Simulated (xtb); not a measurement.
**Run report: CH₇ClSiSn (charge +1), property calculation**

- system: CH₇ClSiSn, charge +1, multiplicity 2
- method: GFN1-xTB (xtb 6.7.1)

The geometry was optimised with GFN2-xTB.

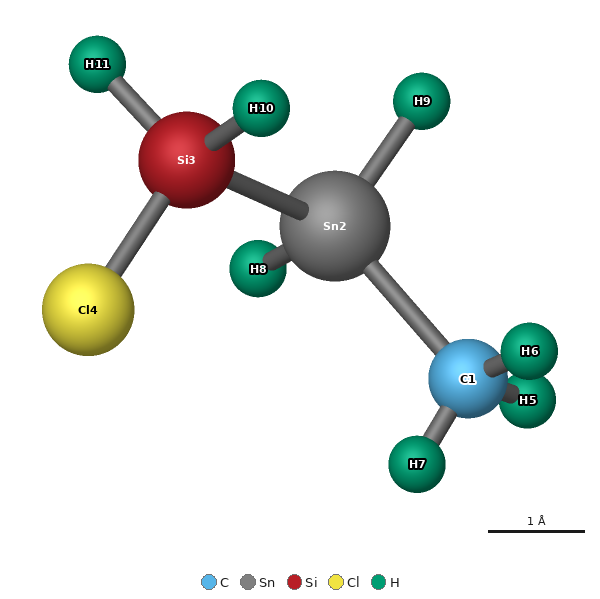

The structure as given in the input (ball-and-stick view, seen at a tilt; atoms are numbered from 1 in the order of the input). Sticks mark near contacts. Bond lengths as drawn: Cl–Si 2.00 Å, C–H 1.08 Å, C–Sn 2.17 Å, H–Si 1.45 to 1.46 Å, H–Sn 1.68 to 1.69 Å and Si–Sn 2.53 Å.

### The input (mol.json)
```
{
 "schema_name": "qcschema_molecule",
 "schema_version": 2,
 "symbols": [
  "C",
  "Sn",
  "Si",
  "Cl",
  "H",
  "H",
  "H",
  "H",
  "H",
  "H",
  "H"
 ],
 "geometry": [
  -2.04697024,
  3.12241337,
  0.21474848,
  -0.39525512,
  -0.38278292,
  1.5738584,
  2.50415168,
  -2.66041313,
  -1.47425094,
  0.72149743,
  -3.3561536,
  -4.72548694,
  -3.24904392,
  3.95786129,
  1.64547902,
  -0.5761397,
  4.46693461,
  -0.26051764,
  -3.17557137,
  2.77767064,
  -1.45998351,
  -2.79670018,
  -2.19057052,
  2.62641696,
  1.11909581,
  0.29077216,
  4.28931925,
  4.69789694,
  -1.08269969,
  -1.99904678,
  3.32060785,
  -5.05093557,
  -0.39140007
 ],
 "molecular_charge": 1,
 "molecular_multiplicity": 2
}
```

Launched with:
```bash
xtb --lmo --gfn 1 --cma --parallel 1 -- mol.json | tee xtb.out
```

### Log
```
* xtb version 6.7.1
########################################################################
[ERROR] Program stopped due to fatal error
-2- reading geometry input 'mol.json' failed
-1- JSON support not enabled
########################################################################
```

### Standard error
```
ERROR STOP
Error termination. Backtrace:
abnormal termination of xtb
```

### Outcome

```csv
quantity,value
outcome,refused by the program
hardware,"1 thread of Arm Neoverse N1, 98 GiB of memory available, shared host"
```

### Diagnosis

The program refused the input.
